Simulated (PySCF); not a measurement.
GaN (charge +1, quartet)

```tsv
atom	x (Å)	y (Å)	z (Å)
Ga	0.0000	0.0000	-0.4221
N	0.0000	0.0000	2.0779
```

Computed with PBE0/def2-TZVPPD, non-relativistic Hamiltonian with scalar-relativistic core potentials where named, at a bond length of 2.500 Å in PySCF 2.14.0.

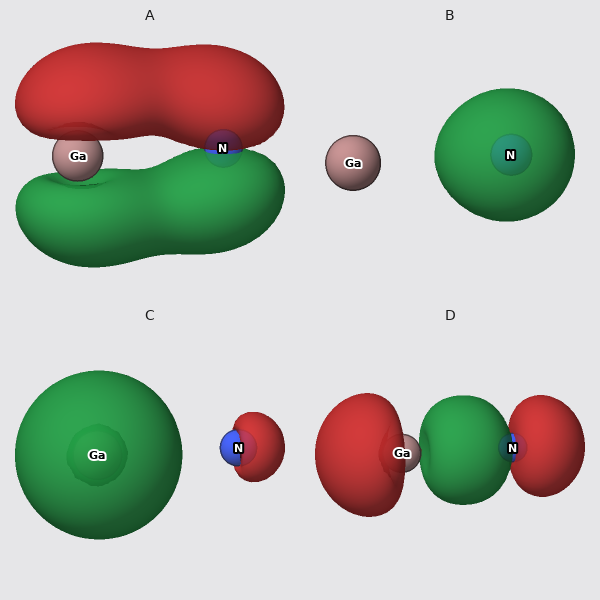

Figure 1. Four frontier β-spin orbitals, each drawn at the value that holds 80 % of its norm (green and red are the two phases), in no order; of a degenerate pair one member is drawn.

### Label each orbital by symmetry, say whether it is occupied, and order them by energy.

Orbital B: σ, occupied in this spin, −23.27 eV; mainly on N (95 %).
Orbital C: σ, occupied in this spin, −16.41 eV; mainly on Ga (90 %).
Orbital D: σ, empty in this spin, −9.55 eV; shared between the atoms (Ga 40 %, N 60 %).
Orbital A: π, empty in this spin, −8.79 eV; bonding, with no node between the atoms.

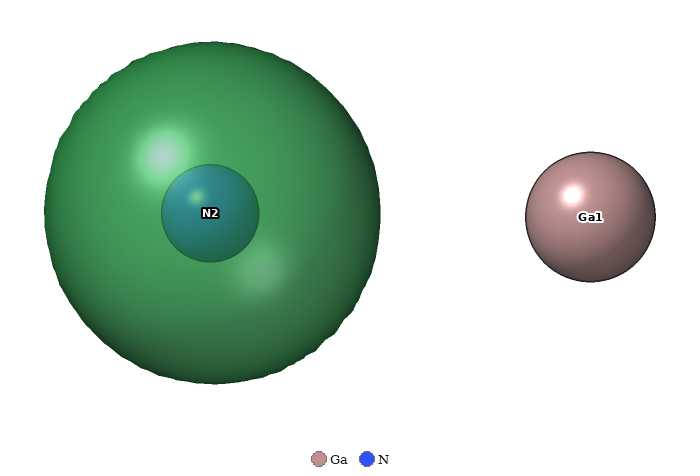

Figure 2. Isosurface of the spin density (α minus β) at +0.08 e/Å³ (green), seen from one side.

### Describe the spin distribution.

The unpaired spin (3 electrons) lies mostly on N2 (about 2.8) and Ga1 (about 0.2), in electrons by Hirshfeld's partition.

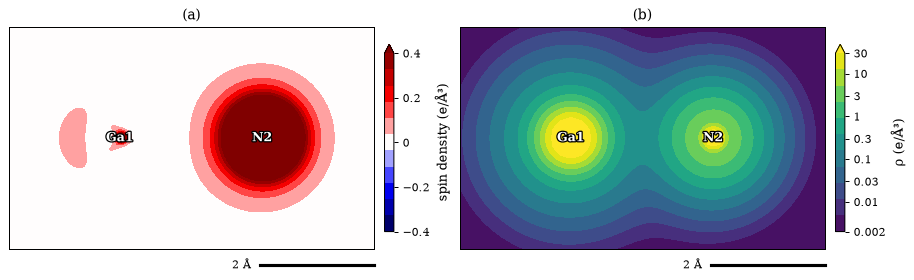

Figure 3. (a) spin density (α minus β); (b) total electron density on a plane that holds the molecular axis.

### Read the bonding off the picture.

The plane passes through Ga and N nuclei. Ga–N (2.50 Å): ρ is about 0.22 e/Å³ halfway.
